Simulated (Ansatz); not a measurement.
# Lattice dynamics of ZrGe (model cell, started as NiAs type)

Aim: the vibrations of ZrGe (model cell, started as NiAs type), their spectra, and whether the structure is stable.

Main program and level: Ansatz 0.2.0; DFT LDA, scalar-relativistic, plane waves, PAW.

The structure was built from a prototype and need not be the compound's stable phase.

## Step 1: The starting structure

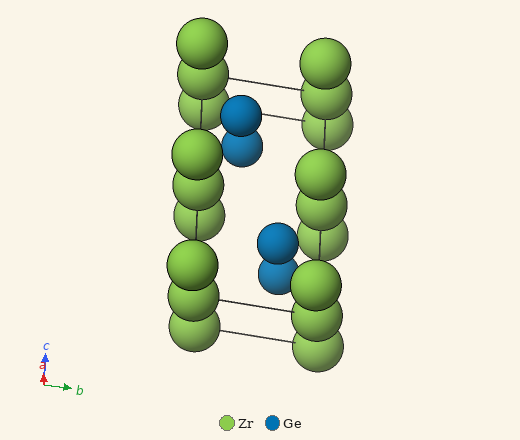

The cell as given, from a free direction (zirconium green, germanium blue). 2×1×1 cells are drawn. Some periodic images of atoms are drawn too.

## Step 2: Rough relaxation

The start is far from rest, so a relaxation with loose tolerances brings it close first.

File input.yaml:

```yaml
crystal:
  lattice:
    - [3.73126, 0.0, 0.0]
    - [-1.86563, 3.23137, 0.0]
    - [0.0, 0.0, 5.97002]
  atoms:
    - { symbol: Zr, position: [0.0, 0.0, 0.0] }
    - { symbol: Zr, position: [0.0, 0.0, 0.5] }
    - { symbol: Ge, position: [0.333333, 0.666667, 0.25] }
    - { symbol: Ge, position: [0.666667, 0.333333, 0.75] }
kpoints:
  mp_grid: { grid: [6, 6, 4] }
hamiltonian:
  xc: lda
scf:
  occupations: { method: gaussian, width: 0.1 }
output:
  forces: true
  stress: true
  eigenvalues: true
relax:
  adjacent_minimum: "off"
  f_tol: 0.05
  max_steps: 80
  cell: { stress_tol: 0.5 }
```

Command:

```
$ ansatz run input.yaml --threads 4 --pin off --max-ram 7168MiB --backend cpu --events-out ev --progress --plain --runs-dir out
```

Numbers of over 12 decimals in the logs are rounded to 6 here.

Output:

```text
[...]
cell:  # Å, volume = 81.2450 Å³
    - [3.738250, 0, 0.0]
    - [-1.869125, 3.237420, 7.555181742917427e-18]
    - [0.0, 1.3958356482731097e-17, 6.713193]
  atoms:
    - { symbol: Zr, position: [0, 0, 0] }
    - { symbol: Zr, position: [0, 0, 0.500000] }
    - { symbol: Ge, position: [0.333333, 0.666667, 0.250000] }
    - { symbol: Ge, position: [0.666667, 0.333333, 0.750000] }
[key lines of the parts left out:]
SCF converged after 5 iterations
Free energy (F): -16588.851989 eV
Fermi energy:    12.466143 eV
P = ⅓ Tr σ = 0.1914 GPa (1.914 kbar)
```

Elapsed: 4.2 s, on 4 threads of AMD EPYC 7R32 (Zen 2), shared host; peak memory 0.48 GiB.

The steps of the relaxation:

```tsv
step	energy less that of the first step (eV)	largest force component (eV/Å)	pressure (GPa)	volume (Å³)
1	0.0000	0.0000	22.15	71.98
2	-0.7171	0.0000	7.80	77.91
3	-0.9414	0.0000	2.09	80.39
4	-0.9668	0.0000	0.23	81.19
5	-0.9674	0.0000	0.02	81.24
6*	-0.9753	0.0000	0.19	81.24
```

Relaxation steps marked * repeat the geometry before them on a plane-wave basis chosen anew for their cell, so energy and pressure can jump there.

Forces are held to the 24 operations that the run works with; a distortion that breaks them can't arise in this run.

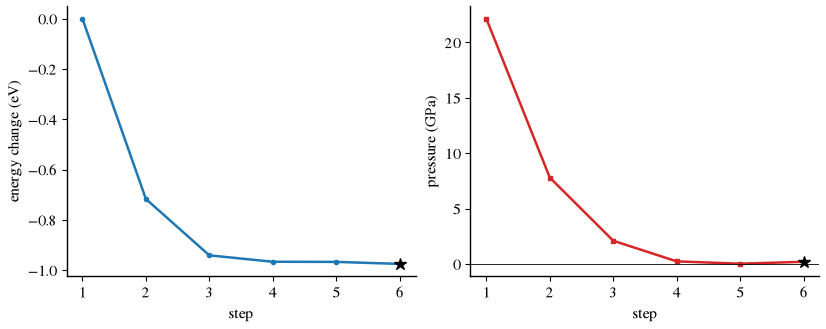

Energy and pressure along the relaxation. Stars mark steps on a basis chosen anew.

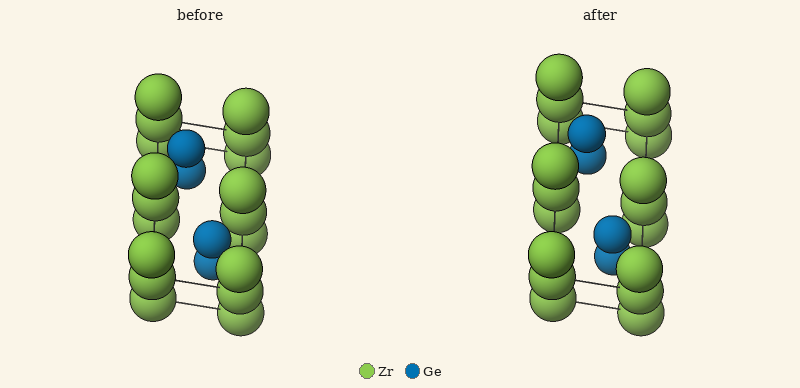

The structure before and after the relaxation, drawn at the same scale.

```tsv
cell as run	before	after	change
a (Å)	3.731	3.738	+0.2 %
b (Å)	3.731	3.738	+0.2 %
c (Å)	5.970	6.713	+12.4 %
volume (Å³/atom)	18.00	20.31	+12.9 %
```

The relaxed structure:

```xyz
4
Lattice="3.7383 0.0000 0.0000 -1.8691 3.2374 0.0000 0.0000 0.0000 6.7132" Properties=species:S:1:pos:R:3 pbc="T T T"
Zr    0.0000    0.0000    0.0000
Zr    0.0000    0.0000    3.3566
Ge    0.0000    2.1583    1.6783
Ge    1.8691    1.0791    5.0349
```

Numbers from this step:

| Property | Result |
| --- | --- |
| pressure | 0.1914 GPa |
| volume per atom | 20.31 Å³ |
| gap on the k-mesh | 0 eV |

In this step the volume went from 18.00 to 20.31 Å³/atom.

## Step 3: Bringing the structure to rest

The cell and atoms are relaxed, since residual forces and stress would shift the frequencies.

input.yaml, the sections that differ from step 2:

```yaml
crystal:
  lattice:
    - [3.7382504065, 0.0, 0.0]
    - [-1.8691252033, 3.2374198178, 0.0]
    - [0.0, 0.0, 6.7131932807]
  atoms:
    - { symbol: Zr, position: [0.0, 0.0, 0.0] }
    - { symbol: Zr, position: [0.0, 0.0, 0.5] }
    - { symbol: Ge, position: [0.3333333333, 0.6666666667, 0.25] }
    - { symbol: Ge, position: [0.6666666667, 0.3333333333, 0.75] }
kpoints:
  mp_grid: { grid: [12, 12, 6] }
relax:
  adjacent_minimum: "off"
  f_tol: 0.005
  max_steps: 80
  cell: { stress_tol: 0.05 }
# hamiltonian, scf, output: as in step 2
```

Output:

```text
[...]
Crystal: 4 atoms, lattice volume = 81.245 Å³
Basis set: ecut = 420 eV, 1595 PW (Γ)
Bands: 32, of which v1, the nominal top of the filled ones, is band 26 counted from 1 (25 counted from 0)
Symmetry: 24 space group operations
[...]
k-points: 76 of 864
[...]
--- Relaxed structure (3 steps of the walk, 2 accepted, 1 SCFs on fresh bases) ---
[...]
cell:  # Å, volume = 81.2806 Å³
    - [3.732849, 2.882583265233811e-11, 0.0]
    - [-1.866425, 3.232742, 0.0]
    - [0.0, 0.0, 6.735588]
  atoms:
    - { symbol: Zr, position: [0, 0, 0] }
    - { symbol: Zr, position: [0, 0, 0.500000] }
    - { symbol: Ge, position: [0.333333, 0.666667, 0.250000] }
    - { symbol: Ge, position: [0.666667, 0.333333, 0.750000] }
[key lines of the parts left out:]
SCF converged after 3 iterations
Free energy (F): -16588.874144 eV
Fermi energy:    12.458596 eV
P = ⅓ Tr σ = -0.0149 GPa (-0.149 kbar)
```

Elapsed: 9.4 s, on 4 threads; peak memory 0.57 GiB; 35 s of CPU time.

Relaxation path:

```tsv
step	energy less that of the first step (eV)	largest force component (eV/Å)	pressure (GPa)	volume (Å³)
1	0.0000	0.0000	0.15	81.24
2	0.0004	0.0000	-0.33	81.40
3	-0.0004	0.0000	-0.02	81.28
4*	-0.0004	0.0000	-0.01	81.28
```

Relaxation steps marked * repeat the geometry before them on a plane-wave basis chosen anew for their cell, so energy and pressure can jump there. Relaxation step 2 was tried and not accepted.

The run keeps the 24 symmetry operations that it works with, so distortions that break them were not tested.

```tsv
conventional cell, symmetrised	before	after	change
a (Å)	3.738	3.733	-0.1 %
b (Å)	3.738	3.733	-0.1 %
c (Å)	6.713	6.736	+0.3 %
volume (Å³/atom)	20.31	20.32	+0.0 %
```

Final coordinates:

```xyz
4
Lattice="3.7328 0.0000 0.0000 -1.8664 3.2327 0.0000 0.0000 0.0000 6.7356" Properties=species:S:1:pos:R:3 pbc="T T T"
Zr    0.0000    0.0000    0.0000
Zr    0.0000    0.0000    3.3678
Ge    0.0000    2.1552    1.6839
Ge    1.8664    1.0776    5.0517
```

Numbers from this step:

| Quantity | Value |
| --- | --- |
| pressure | -0.01492 GPa |
| volume per atom | 20.32 Å³ |

In this step the volume went from 20.31 to 20.32 Å³/atom.

## Step 4: Tight relaxation

Phonons need a cell at rest on their own settings, so the relaxation is repeated with tight tolerances on forces and stress on the k mesh and occupations of the first response run.

File input.yaml:

```yaml
crystal:
  lattice:
    - [3.7328491692, 0.0, 0.0]
    - [-1.8664245846, 3.232742209, 0.0]
    - [0.0, 0.0, 6.7355878019]
  atoms:
    - { symbol: Zr, position: [0.0, 0.0, 0.0] }
    - { symbol: Zr, position: [0.0, 0.0, 0.5] }
    - { symbol: Ge, position: [0.3333333333, 0.6666666667, 0.25] }
    - { symbol: Ge, position: [0.6666666667, 0.3333333333, 0.75] }
kpoints:
  mp_grid: { grid: [12, 12, 6] }
hamiltonian:
  xc: lda
scf:
  occupations: { method: methfessel_paxton, width: 0.15 }
output:
  forces: true
  stress: true
  eigenvalues: true
relax:
  adjacent_minimum: "off"
  f_tol: 0.001
  max_steps: 60
  cell: { stress_tol: 0.01 }
```

Output:

```text
[...]
Crystal: 4 atoms, lattice volume = 81.281 Å³
Basis set: ecut = 420 eV, 1595 PW (Γ)
Bands: 32, of which v1, the nominal top of the filled ones, is band 26 counted from 1 (25 counted from 0)
Symmetry: 24 space group operations
[...]
k-points: 76 of 864
[...]
--- Relaxed structure (3 steps of the walk, 2 accepted, 1 SCFs on fresh bases) ---
[...]
cell:  # Å, volume = 81.2737 Å³
    - [3.733475, 0.0, 0.0]
    - [-1.866737, 3.233284, 0.0]
    - [0.0, 0.0, 6.732753]
  atoms:
    - { symbol: Zr, position: [0, 0, 0] }
    - { symbol: Zr, position: [0, 0, 0.5] }
    - { symbol: Ge, position: [0.333333, 0.666667, 0.25] }
    - { symbol: Ge, position: [0.666667, 0.333333, 0.75] }
[key lines of the parts left out:]
SCF converged after 3 iterations
Free energy (F): -16588.870571 eV
Fermi energy:    12.473482 eV
P = ⅓ Tr σ = 0.0016 GPa (0.016 kbar)
```

The job ended after 9 s (4 threads; peak memory 0.57 GiB; 34 s of CPU time).

Little changed from the start: no atom moved by 0.005 Å and no cell edge by 0.1 %.

This step gave:

```
pressure : 0.001650 GPa
```

The forces vanish by symmetry and the pressure is 0.002 GPa, within the tolerances set. The cell now holds 20.32 Å³/atom.

## Step 5: Modes at Γ

The zone centre comes first: it holds the modes that light can see, as far as symmetry allows. No field response is asked, since the mesh shows no gap.

input.yaml, the sections that differ from step 4:

```yaml
crystal:
  lattice:
    - [3.7334748973, 0.0, 0.0]
    - [-1.8667374486, 3.2332841054, 0.0]
    - [0.0, 0.0, 6.7327527824]
  atoms:
    - { symbol: Zr, position: [0.0, 0.0, 0.0] }
    - { symbol: Zr, position: [0.0, 0.0, 0.5] }
    - { symbol: Ge, position: [0.3333333333, 0.6666666667, 0.25] }
    - { symbol: Ge, position: [0.6666666667, 0.3333333333, 0.75] }
output:
  eigenvalues: true
phonons:
  method: dfpt
# kpoints, hamiltonian, scf: as in step 4
# relax: removed
```

Output:

```text
[...]
Crystal: 4 atoms, lattice volume = 81.274 Å³
Basis set: ecut = 420 eV, 1595 PW (Γ), exchange–correlation on 50×50×96 points (8 copies of the dense FFT grid, shifted against one another)
Bands: 32, of which v1, the nominal top of the filled ones, is band 26 counted from 1 (25 counted from 0)
Symmetry: 24 space group operations
k-points: 242 of 864 (irreducible under 2 space group operations, time reversal used)
[...]
SCF iter   1: F=—  HF=-16588.883221 eV  |F-HF|=—  |Δ(HF+E_count)|=         —  Δρ=6.65e-3  dr2=3.48e-2  ethr=1.77e-3  ⟨swp⟩=5.3  Hψ=26490  notcnv=0
[...]
SCF iter  10: F=-16588.870573 eV  HF=-16588.870573 eV  |F-HF|=7.28e-12  |Δ(HF+E_count)|=  1.09e-11  S|Δr|=    0.00e0  Δρ=4.18e-8  dr2=1.37e-12  ethr=1.00e-12  ⟨swp⟩=7.4  Hψ=32493  notcnv=0
SCF 1 converged in 10 iterations: F = -16588.870573 eV  dr2 = 1.37e-12
[...]
DFPT response loops at Γ: preconditioner auto → Kerker (q_TF=auto, 2.533 Å⁻¹) (partly filled bands, converged f_vac=0.000); β = 1.00, the filter's whole step (`scf.mixing.beta` (0.50) is not read by the response loops under this deck's `scf.mixing.preconditioner`; to damp them name `kerker` or `kerker_dos`, under which they read `scf.mixing.beta`, and type it under 1.00, their step now; both keys bind the ground state too); Broyden in place of MSR1
SCF converged after 10 iterations
[...]
Free energy (F): -16588.870573 eV
[...]
Internal energy: -16588.873727 eV  (E = F + TS)
E sigma→0 (E₀):  -16588.871362 eV
Entropy (-TS):   0.003154 eV (0.788 meV/atom)
Fermi energy:    12.473481 eV
[...]
--- Band table (eV; the first three rows and the last of 242) ---
  k-point 0: bands = [... 22 lower, 10.9071, 11.2554, 13.1450, 13.1450, 13.2236, 13.2236, 14.2698, 15.3278, ... 2 higher]
  k-point 1: bands = [... 22 lower, 11.0018, 11.1517, 12.8603, 12.8603, 13.3041, 13.3041, 14.1242, 14.8270, ... 2 higher]
  k-point 2: bands = [... 22 lower, 11.2802, 11.2802, 12.2872, 12.2872, 13.5389, 13.5389, 14.0943, 14.3550, ... 2 higher]
  k-point 241: bands = [... 22 lower, 10.4137, 10.4137, 11.0892, 11.0892, 13.0069, 13.0069, 15.0647, 15.0647, ... 2 higher]
--- Phonons (Γ-DFPT): 4 representative perturbations + reference, on 242 of 864 k-points (Σ response iterations 13) ---
  k mesh reduced under 2 symmetry operations, with k and −k counted as one. Each operation leaves every solved perturbation unchanged. A smaller set is not used because it would not reduce the number of displacements times k-points to solve
  ASR residual: 1.791e-5 → 0.000e0 eV/Å²; symmetrization residual: 8.843e-6 eV/Å²
  ASR residual per site (eV/Å²): 2.54e-6 2.54e-6 1.79e-5 1.79e-5
  Γ frequencies (cm⁻¹): 0.00 0.00 0.00 135.88 135.88 154.07 154.07 185.68 185.68 209.25 218.37 261.51
  non-analytic LO–TO correction: not included (Born effective charges unavailable; polar crystals: no LO–TO splitting at Γ)
```

Run time: 80 s. Hardware: 4 threads; peak memory 2.3 GiB; 4.8 min of CPU time.

In the SCF lines HF is the Harris–Foulkes energy and dr2 the Hartree energy of the density residual, in eV; the loop may stop once dr2 is under the threshold and the program's other checks hold. Hψ counts applications of the Hamiltonian.

Numbers from this step:

| Quantity | Value |
| --- | --- |
| sum-rule residual before enforcement | 1.79e-5 eV/Å² |
| point group | 6/mmm |
| highest optical mode at the zone centre (no LO-TO term) | 261.5 cm⁻¹ |
| lowest optical zone-centre mode | 135.9 cm⁻¹ |

Patterns of degenerate modes are one choice out of their space. Modes at Γ, with each element's share of the kinetic energy:

```tsv
mode	frequency (cm⁻¹)	symmetry	Zr %	Ge %
1	0.0	acoustic	56	44
2	0.0	acoustic	56	44
3	0.0	acoustic	56	44
4	135.9	E2u	100	0
5	135.9	E2u	100	0
6	154.1	E2g	0	100
7	154.1	E2g	0	100
8	185.7	E1u	44	56
9	185.7	E1u	44	56
10	209.2	B2u	100	0
11	218.4	B1g	0	100
12	261.5	A2u	44	56
```

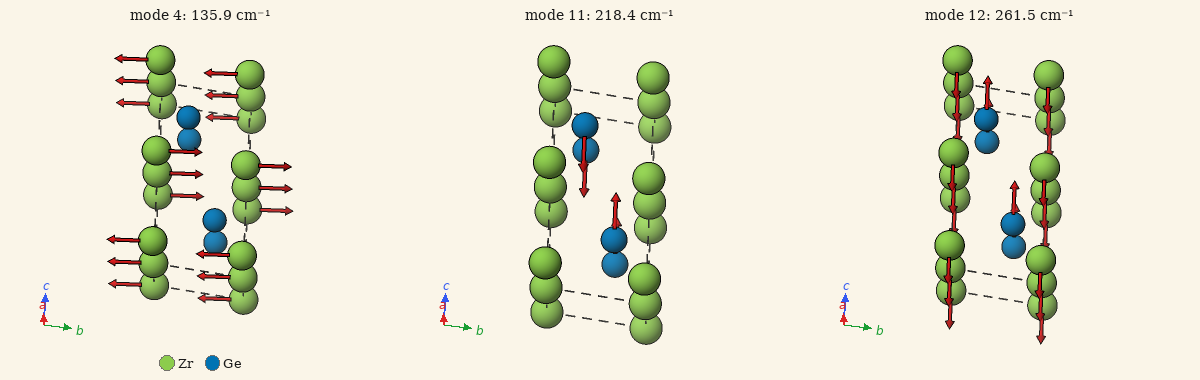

Displacement patterns of modes 4, 11 and 12 at Γ; arrows are exaggerated. 2×1×1 cells are drawn. Some periodic images of atoms are drawn too.

Before it was imposed, the acoustic sum rule was missed by 1.8e-5 eV/Å². Small misses are needed for a sound result but don't prove that mesh and cutoff are converged. The lowest optical mode is real, 136 cm⁻¹.

(Continued in part 2 of 2.)

[Logs are printed without paths, hosts, clocks, repeated set-up lines and the standing remarks that a program may print on its own settings, such as how far it seeks lower states.]

[Hosts, paths, dates, database ids (printed as entryN), source tags and the programs' standing remarks are cut or masked in the printed files.]
